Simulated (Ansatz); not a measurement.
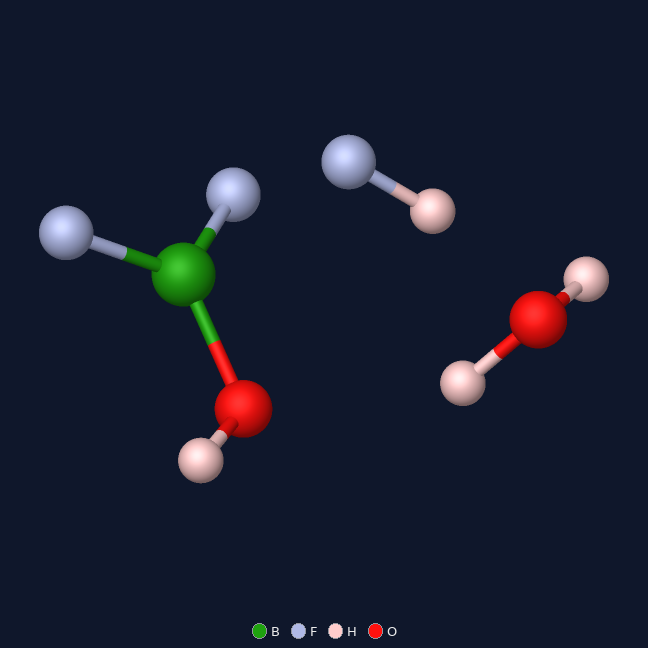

Sticks follow a distance rule. Harmonic vibrations computed with RKS PBE0-D4/def2-TZVP (Ansatz 0.2.0) at a stationary point of the same level.

> How many imaginary frequencies does it have?

A minimum: no imaginary frequency, and the lowest mode lies at 46 cm⁻¹.

> List the wavenumbers.

24 modes: 46, 90, 120, 146, 168, 270, 304, 358, 447, 475, 511, 577, 638, 880, 929, 1041, 1071, 1439, 1482, 1635, 3331, 3732, 3894, 3907 cm⁻¹.
